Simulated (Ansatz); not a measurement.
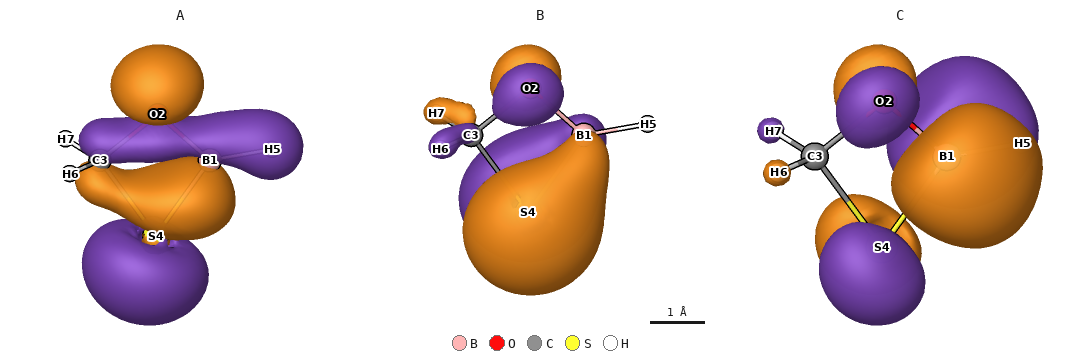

Figure 1: CH3BOS. Three frontier orbitals at ±0.1 Å⁻³ᐟ² (orange and purple are the two phases), in no order.

All numbers below come from Ansatz 0.2.0, RKS BLYP/def2-SVP.

The calculation's input:

```
crystal:
  periodic: [false, false, false]
  atoms:
    - { symbol: B, position_ang: [-1.1685, 0.3158, -0.3855] }
    - { symbol: O, position_ang: [-0.3884, 0.3628, 0.8404] }
    - { symbol: C, position_ang: [0.6849, -0.3294, 0.3596] }
    - { symbol: S, position_ang: [0.1187, -0.8426, -1.1727] }
    - { symbol: H, position_ang: [-1.7486, 1.2572, -0.9571] }
    - { symbol: H, position_ang: [1.5885, 0.3616, 0.2345] }
    - { symbol: H, position_ang: [0.9747, -1.1934, 1.0351] }
basis:
  gaussian: { orbitals: def2-SVP }
hamiltonian:
  xc: blyp
relax:
  f_tol: 0.02
  max_steps: 50
output:
  orbitals: {}
```

Launched as:

```sh
ansatz run input.yaml --threads 1 --pin off --max-ram 2048MiB --backend cpu --events-out ev --progress --plain --runs-dir out
```

The fields are those of the relaxed geometry.

### Order the three orbitals by energy and name them.

A is the HOMO−1 (−7.20 eV). It lies mainly on S4 (about 45 %), O2 (about 30 %) and B1 (about 10 %); largely a combination of lone pairs on S4 and O2. B is the HOMO (−6.05 eV). Its weight (Hirshfeld) is mainly on S4 (about 75 %), B1 (about 10 %) and O2 (about 10 %); largely a lone pair of S4. C is the LUMO (−0.83 eV). By Hirshfeld shares it lies mainly on B1 (about 55 %), S4 (about 20 %), O2 (about 15 %) and H5 (about 10 %).

### What is the HOMO–LUMO gap?

5.22 eV between the orbital energies.
